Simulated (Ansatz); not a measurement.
Geometry relaxation, with input and output: BSiH$_{5}$Cl$_{2}$

- system: BSiH$_{5}$Cl$_{2}$
- method: RHF/cc-pVDZ (Ansatz 0.2.0)

The input holds or restrains some coordinates. Forces given for the steps count only the free coordinates. It belongs to a series of runs on one base structure; here: pulled along the bonds that form and break, towards end B. Figures and captions count atoms from 1; the log counts them from 0 in places.

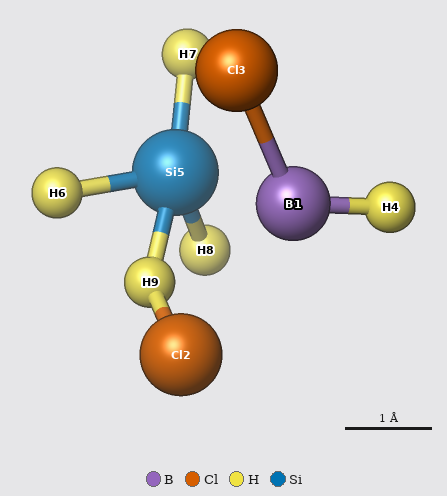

*The structure as given in the input (ball-and-stick view, seen at an oblique angle; atoms are numbered from 1 in the order of the input).*

Bond lengths as drawn: B–Cl 1.86 Å, B–H 1.19 Å, Cl–H 1.34 Å and H–Si 1.42 to 1.46 Å.

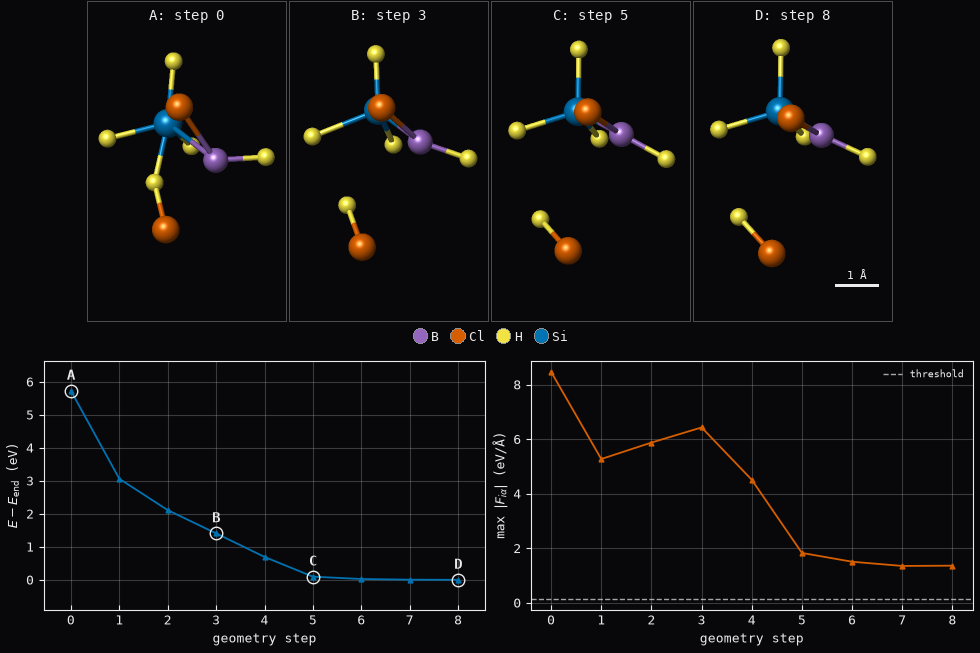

*Frames of the restrained relaxation (ball-and-stick view, seen at a tilt) above the curves, on which the letters mark them (the first geometry is step 0 here and step 1 in the log).*

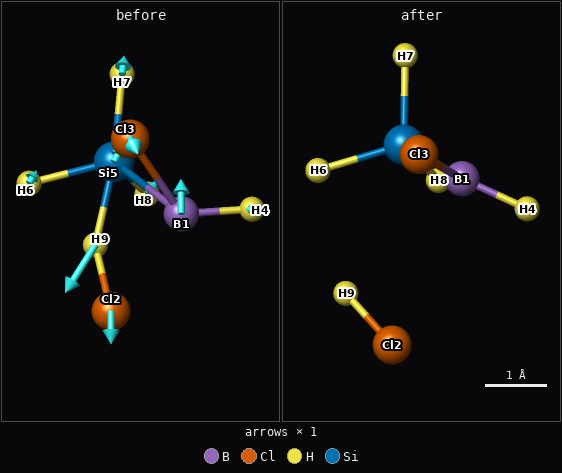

*Before (left) and after (right) the restrained relaxation, at one scale (ball-and-stick view, seen at a tilt). The teal arrows give the displacements, at true length.*

The atom that moves furthest after the best rigid fit is H9 (0.97 Å). By element the largest moves are H 0.97 Å, B 0.61 Å, Cl 0.57 Å, Si 0.33 Å. Distances before and after: Si5–H9 1.421 → 2.671 Å, B1–Si5 2.250 → 1.983 Å, B1–Cl3 1.860 → 1.777 Å, Si5–H6 1.460 → 1.493 Å. Bonds break: Si5–H9 (1.42 → 2.67 Å). Among the angles that change: Cl3–B1–Si5 88.5° → 118.3°, H4–B1–Si5 110.0° → 125.8°, Cl3–B1–H4 120.0° → 115.7°. After 8 geometry steps the energy has fallen by 5.727 eV. Largest force component: 8.5 eV/Å at the start, 1.4 eV/Å at the end. (Atoms are counted from 1 in the order of the input.)

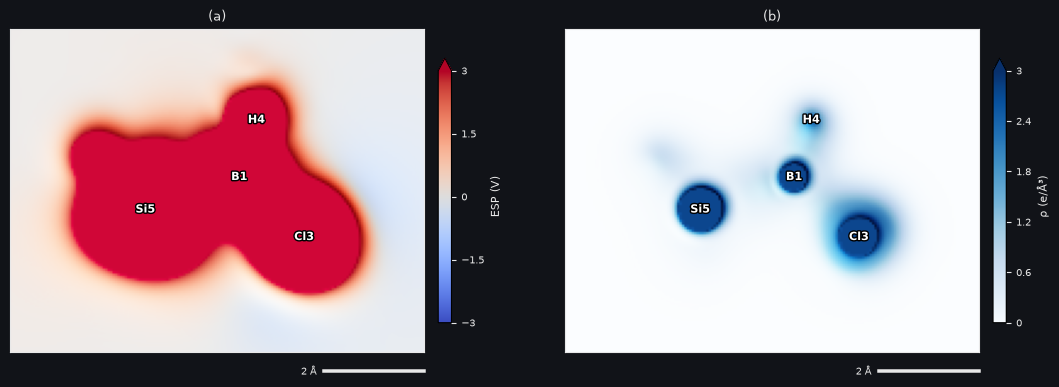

*(a) electrostatic potential; (b) total electron density on the plane of atoms H4, B1 and Si5.*

B–H (1.19 Å): ρ is about 1.3 e/Å³ halfway.

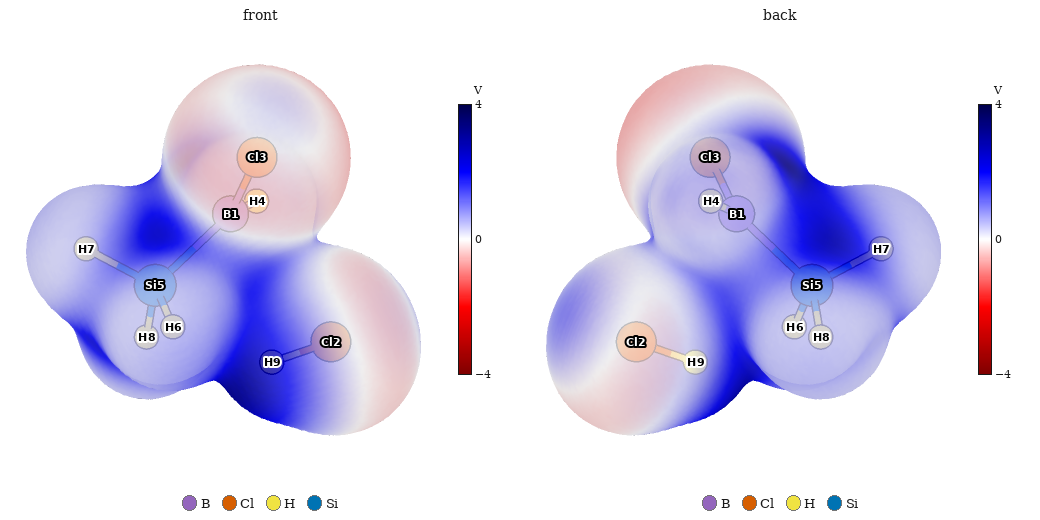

*The molecular electrostatic potential painted on the density surface at 0.004 e/bohr³, seen face on and from behind; the colour scale runs from red (negative) to blue (positive).*

The input and output of the run follow.

Input:
```yaml
crystal:
  periodic: [false, false, false]
  atoms:
    - { symbol: B, position_ang: [0.0, 0.0, 0.0] }
    - { symbol: Cl, position_ang: [0.0, 0.0, 2.21] }
    - { symbol: Cl, position_ang: [1.6108, 0.0, -0.93] }
    - { symbol: H, position_ang: [-1.0305, 0.0, -0.595] }
    - { symbol: Si, position_ang: [0.4799, 2.0806, 0.7095] }
    - { symbol: H, position_ang: [1.5736, 2.0261, 1.6751] }
    - { symbol: H, position_ang: [0.877, 2.9042, -0.4288] }
    - { symbol: H, position_ang: [-0.6992, 2.6635, 1.3432] }
    - { symbol: H, position_ang: [0.2901, 1.2579, 1.8528] }
basis:
  gaussian: { orbitals: cc-pVDZ }
hamiltonian:
  xc: hf
relax:
  f_tol: 0.15
  max_steps: 25
  restrain:
    - { distance: [0, 4], at: 1.95, k: 30.0 }
    - { distance: [8, 1], at: 1.37, k: 30.0 }
    - { distance: [0, 1], at: 3.06, k: 30.0 }
    - { distance: [8, 4], at: 2.66, k: 30.0 }
output:
  orbitals: {}
```

Launch command:
```bash
ansatz run input.yaml --threads 2 --pin off --max-ram 3072MiB --backend cpu --events-out ev --progress --plain --runs-dir out
```

Output:
```
The last accepted step is kept in [file] (removed where the run ends without a failure and the disk answers)
Engine: ansatz 0.2.0, aarch64-unknown-linux-gnu
Functional definition: HF
  exchange = exact_x
  correlation = 0
1039 factors; integrals over basis functions are off by at most 3.5e-4 eV
mean field evaluation 1: about -33613.2477 eV, gradient 1.9e1 eV
mean field evaluation 2: about -33613.3546 eV, gradient 1.9e1 eV
mean field evaluation 4: about -33615.0925 eV, gradient 2.9e0 eV
mean field evaluation 8: about -33615.1573 eV, gradient 1.6e-1 eV
mean field -33615.15783725 eV, -1235.3342653467 hartree, gradient 3.0e-5 eV, S^2 0.000000; 0 other end points of the search recorded, 0 dependent functions left out
the calculation of the forces begins
reference -33615.15783725 eV, -1235.3342653467 hartree; 29, 29 occupied and 64, 64 virtual orbitals, 1039 factors
relax step   1: F+E_penalty+E_count = -33615.15783725 eV  Δ(F+E_penalty+E_count) = +0.000e0 eV  max|allowed force component| = 8.468e0 eV/Å  E_restraint = 35.21866845 eV  max|allowed force component, restraints' pulls added| = 4.120e1 eV/Å  Δτ_max = 0.0000 Å  (38 SCF iters, accepted)
  distance B 0 - Si 4 = 2.2500 Å
  distance H 8 - Cl 1 = 1.3394 Å
  distance B 0 - Cl 1 = 2.2100 Å
  distance H 8 - Si 4 = 1.4213 Å
these checks for a lower state are left out or cut short: starts, cluster_reference, orbital_swaps, neighbouring_geometries, increment
1039 factors; integrals over basis functions are off by at most 4.7e-4 eV
mean field evaluation 16: about -33617.8234 eV, gradient 5.3e-3 eV
mean field -33617.82344577 eV, -1235.4322246529 hartree, gradient 4.6e-5 eV, S^2 0.000000; 0 other end points of the search recorded, 0 dependent functions left out
[... from here on the field's lines of each further geometry are left out, up to the last ...]
relax step   2: F+E_penalty+E_count = -33617.82344577 eV  Δ(F+E_penalty+E_count) = -2.666e0 eV  max|allowed force component| = 5.272e0 eV/Å  E_restraint = 17.53945720 eV  max|allowed force component, restraints' pulls added| = 2.388e1 eV/Å  Δτ_max = 0.1924 Å  (34 SCF iters, accepted)
relax step   3: F+E_penalty+E_count = -33618.77376879 eV  Δ(F+E_penalty+E_count) = -9.503e-1 eV  max|allowed force component| = 5.875e0 eV/Å  E_restraint = 7.02663064 eV  max|allowed force component, restraints' pulls added| = 1.518e1 eV/Å  Δτ_max = 0.1947 Å  (32 SCF iters, accepted)
relax step   4: F+E_penalty+E_count = -33619.47775051 eV  Δ(F+E_penalty+E_count) = -7.040e-1 eV  max|allowed force component| = 6.430e0 eV/Å  E_restraint = 1.96343160 eV  max|allowed force component, restraints' pulls added| = 8.690e0 eV/Å  Δτ_max = 0.1948 Å  (33 SCF iters, accepted)
relax step   5: F+E_penalty+E_count = -33620.19144970 eV  Δ(F+E_penalty+E_count) = -7.137e-1 eV  max|allowed force component| = 4.511e0 eV/Å  E_restraint = 0.27965479 eV  max|allowed force component, restraints' pulls added| = 3.599e0 eV/Å  Δτ_max = 0.1947 Å  (34 SCF iters, accepted)
relax step   6: F+E_penalty+E_count = -33620.78909916 eV  Δ(F+E_penalty+E_count) = -5.976e-1 eV  max|allowed force component| = 1.829e0 eV/Å  E_restraint = 0.03960429 eV  max|allowed force component, restraints' pulls added| = 8.691e-1 eV/Å  Δτ_max = 0.1947 Å  (31 SCF iters, accepted)
relax step   7: F+E_penalty+E_count = -33620.85955641 eV  Δ(F+E_penalty+E_count) = -7.046e-2 eV  max|allowed force component| = 1.507e0 eV/Å  E_restraint = 0.04176805 eV  max|allowed force component, restraints' pulls added| = 3.035e-1 eV/Å  Δτ_max = 0.1121 Å  (32 SCF iters, accepted)
relax step   8: F+E_penalty+E_count = -33620.88017369 eV  Δ(F+E_penalty+E_count) = -2.062e-2 eV  max|allowed force component| = 1.352e0 eV/Å  E_restraint = 0.05042842 eV  max|allowed force component, restraints' pulls added| = 1.686e-1 eV/Å  Δτ_max = 0.1351 Å  (32 SCF iters, accepted)
the calculation of the forces begins
reference -33620.88511658 eV, -1235.5447389800 hartree; 29, 29 occupied and 64, 64 virtual orbitals, 1039 factors
relax step   9: F+E_penalty+E_count = -33620.88511658 eV  Δ(F+E_penalty+E_count) = -4.943e-3 eV  max|allowed force component| = 1.362e0 eV/Å  E_restraint = 0.04994384 eV  max|allowed force component, restraints' pulls added| = 4.545e-2 eV/Å  Δτ_max = 0.0471 Å  (32 SCF iters, accepted)
  distance B 0 - Si 4 = 1.9833 Å
  distance H 8 - Cl 1 = 1.3245 Å
  distance B 0 - Cl 1 = 3.0667 Å
  distance H 8 - Si 4 = 2.6705 Å
1039 factors; integrals over basis functions are off by at most 5.9e-4 eV
mean field -33620.88511658 eV, -1235.5447389800 hartree, gradient 3.7e-5 eV, S^2 0.000000; 1 other end points of the search recorded, 0 dependent functions left out
the calculation of the forces begins
reference -33620.88511658 eV, -1235.5447389800 hartree; 29, 29 occupied and 64, 64 virtual orbitals, 1039 factors
Total energy: -33620.88511658 eV, -1235.5447389800 hartree
Atom 0 at     0.136876     0.477131    -0.336960 Å, force    -0.170634    -0.893543    -0.612163 eV/Å
Atom 1 at    -0.176661    -0.385733     2.589130 Å, force     0.655748     1.134313     0.237827 eV/Å
Atom 2 at     1.552588    -0.435141    -0.903183 Å, force    -0.008046    -0.010490     0.007962 eV/Å
Atom 3 at    -0.924177    -0.022288    -0.561487 Å, force     0.045449     0.035921     0.010591 eV/Å
Atom 4 at     0.430319     2.276120     0.444598 Å, force     0.138530     1.089453     0.150222 eV/Å
Atom 5 at     1.494906     2.209161     1.489080 Å, force     0.014641     0.007926     0.015769 eV/Å
Atom 6 at     0.895239     3.215512    -0.613802 Å, force    -0.011661     0.013087    -0.002714 eV/Å
Atom 7 at    -0.791227     2.836448     1.086305 Å, force     0.000203    -0.015067    -0.012939 eV/Å
Atom 8 at     0.483838     0.761090     2.643119 Å, force    -0.664230    -1.361600     0.205444 eV/Å
Dipole moment:    -0.082984     0.280766     0.093904 e Å
```

Trajectory as extended XYZ (Å, eV, eV/Å), 9 frames, from step=1 to step=9:
```
9
Properties=species:S:1:pos:R:3:forces:R:3 step=1 energy=-33615.15784
B     0.0000    0.0000    0.0000    1.8625   6.1144  -0.9707
Cl    0.0000    0.0000    2.2100   -0.7006  -2.5245   1.7455
Cl    1.6108    0.0000   -0.9300   -0.0738  -2.1385   0.1490
H    -1.0305    0.0000   -0.5950   -0.2494  -1.5137   0.6692
Si    0.4799    2.0806    0.7095   -0.5710   3.0491  -8.4681
H     1.5736    2.0261    1.6751    0.3905   0.1716   0.3997
H     0.8770    2.9042   -0.4288    0.2877   0.7146  -0.1869
H    -0.6992    2.6635    1.3432   -0.3126   0.5480   0.6907
H     0.2901    1.2579    1.8528   -0.6332  -4.4210   5.9716
9
Properties=species:S:1:pos:R:3:forces:R:3 step=2 energy=-33617.82345
B     0.0209    0.1088   -0.1130    1.6167   5.2721  -0.6501
Cl   -0.0131   -0.0526    2.3742   -0.4661  -1.3908   0.9806
Cl    1.6254   -0.0196   -0.9404    0.1279  -2.0622  -0.3268
H    -1.0392   -0.0132   -0.5971   -0.3950  -1.5959   0.1938
Si    0.4809    2.1246    0.5488   -1.6403  -1.7144   1.2591
H     1.5626    2.0295    1.6606   -0.4467   0.2558  -0.9919
H     0.8866    2.9275   -0.4545    1.0147   2.2514  -2.4857
H    -0.6934    2.6659    1.3400    0.2898   0.3042  -0.2766
H     0.2710    1.1615    2.0182   -0.1010  -1.3202   2.2975
9
Properties=species:S:1:pos:R:3:forces:R:3 step=3 energy=-33618.77377
B     0.0436    0.2194   -0.2199    0.6119   3.6986  -0.4817
Cl   -0.0282   -0.1105    2.5030   -0.4286  -1.2395   0.6307
Cl    1.6321   -0.0428   -0.9495    0.4815  -1.9354  -0.6607
H    -1.0426   -0.0318   -0.5978   -0.0393  -1.3605   0.0817
Si    0.4710    2.1476    0.4263   -2.0532  -2.8971   5.8752
H     1.5522    2.0325    1.6402   -0.7995   0.2602  -1.7672
H     0.9015    2.9602   -0.4945    1.5473   3.2717  -3.6333
H    -0.6868    2.6675    1.3301    0.5481   0.1937  -0.9426
H     0.2589    1.0900    2.1989    0.1318   0.0082   0.8979
9
Properties=species:S:1:pos:R:3:forces:R:3 step=4 energy=-33619.47775
B     0.0572    0.3198   -0.3024   -0.0750   1.7962  -0.6683
Cl   -0.0496   -0.1891    2.5955   -0.1861  -0.3084   0.2618
Cl    1.6404   -0.0781   -0.9623    0.3286  -1.6034  -0.5965
H    -1.0374   -0.0547   -0.5956    0.4423  -0.9099   0.0883
Si    0.4523    2.1698    0.3558   -1.4147  -1.8518   6.4297
H     1.5368    2.0371    1.6000   -0.8874   0.1982  -1.9320
H     0.9251    3.0118   -0.5490    1.3022   2.8019  -2.9632
H    -0.6798    2.6734    1.3071    0.4632   0.1996  -1.1470
H     0.2568    1.0421    2.3877    0.0269  -0.3224   0.5272
9
Properties=species:S:1:pos:R:3:forces:R:3 step=5 energy=-33620.19145
B     0.0636    0.3977   -0.3515   -0.0242   0.3362  -0.8025
Cl   -0.0753   -0.2701    2.6252    0.2045   1.0487   0.1662
Cl    1.6416   -0.1341   -0.9776   -0.1681  -1.0243  -0.3168
H    -1.0139   -0.0814   -0.5887    0.5995  -0.4402   0.0634
Si    0.4410    2.2054    0.3523   -0.4427  -0.6276   4.5114
H     1.5159    2.0426    1.5319   -0.6571   0.1783  -1.4696
H     0.9443    3.0705   -0.6002    0.6286   1.6553  -1.6411
H    -0.6826    2.6942    1.2665    0.1669   0.3183  -0.8511
H     0.2672    1.0074    2.5790   -0.3073  -1.4446   0.3401
9
Properties=species:S:1:pos:R:3:forces:R:3 step=6 energy=-33620.78910
B     0.1132    0.4666   -0.3931   -0.6011  -0.5811  -0.1699
Cl   -0.1170   -0.3257    2.5735    0.4548   1.4993   0.5125
Cl    1.5862   -0.2751   -0.9944    0.3574  -0.4764  -0.3381
H    -0.9268   -0.1130   -0.5630    0.2755   0.1338  -0.0501
Si    0.4411    2.2380    0.4404   -0.1244   0.5337   0.7781
H     1.5537    2.0689    1.4389   -0.1563   0.1417  -0.1664
H     0.9017    3.1417   -0.6056    0.1194   0.5656  -0.3720
H    -0.7420    2.7963    1.1821    0.2099   0.0125  -0.1866
H     0.2916    0.9346    2.7579   -0.5352  -1.8291  -0.0074
9
Properties=species:S:1:pos:R:3:forces:R:3 step=7 energy=-33620.85956
B     0.1251    0.4746   -0.3478    0.0825  -1.0245  -0.7442
Cl   -0.1590   -0.3652    2.5857    0.5176   1.2561   0.3385
Cl    1.5559   -0.3808   -0.9731    0.0686  -0.0064   0.0179
H    -0.8928   -0.0931   -0.5672   -0.2350   0.1076   0.0805
Si    0.4406    2.2599    0.4430    0.1035   1.1164   0.3090
H     1.5464    2.1521    1.4410   -0.0239   0.0295   0.0103
H     0.8848    3.2125   -0.6067   -0.0348   0.0597  -0.0646
H    -0.7512    2.8196    1.1510    0.0717  -0.0317  -0.0697
H     0.3520    0.8528    2.7109   -0.5503  -1.5066   0.1223
9
Properties=species:S:1:pos:R:3:forces:R:3 step=8 energy=-33620.88017
B     0.1192    0.4791   -0.3364    0.0349  -0.9083  -0.6032
Cl   -0.1406   -0.3978    2.5906    0.5526   1.1128   0.2586
Cl    1.5454   -0.3997   -0.9334    0.0095  -0.0331  -0.0038
H    -0.9232   -0.0499   -0.5489   -0.1175   0.0343   0.0122
Si    0.4308    2.2720    0.4475    0.0630   1.1537   0.1062
H     1.4818    2.1930    1.5028    0.0152   0.0020   0.0240
H     0.9260    3.1964   -0.6115   -0.0188   0.0086   0.0135
H    -0.7923    2.8582    1.0665    0.0317  -0.0181   0.0013
H     0.4545    0.7811    2.6597   -0.5706  -1.3520   0.1912
9
Properties=species:S:1:pos:R:3:forces:R:3 step=9 energy=-33620.88512
B     0.1369    0.4771   -0.3370   -0.1706  -0.8935  -0.6122
Cl   -0.1767   -0.3857    2.5891    0.6557   1.1343   0.2378
Cl    1.5526   -0.4351   -0.9032   -0.0080  -0.0105   0.0080
H    -0.9242   -0.0223   -0.5615    0.0454   0.0359   0.0106
Si    0.4303    2.2761    0.4446    0.1385   1.0895   0.1502
H     1.4949    2.2092    1.4891    0.0146   0.0079   0.0158
H     0.8952    3.2155   -0.6138   -0.0117   0.0131  -0.0027
H    -0.7912    2.8364    1.0863    0.0002  -0.0151  -0.0129
H     0.4838    0.7611    2.6431   -0.6642  -1.3616   0.2054
```

Key numbers:

| quantity | value |
| --- | --- |
| outcome | converged under the restraints of the input |
| total energy | −33620.8851 eV |
| mean-field energy | −33620.8851 eV |
| largest force (length of the vector) at the end, held atoms and coordinates included | 1.529 eV/Å |
| hardware | 2 threads of Arm Neoverse V1, 24 GiB of memory available, shared host |
| wall time | 15 s (CPU time 28 s) |
| peak memory | 0.19 GiB |
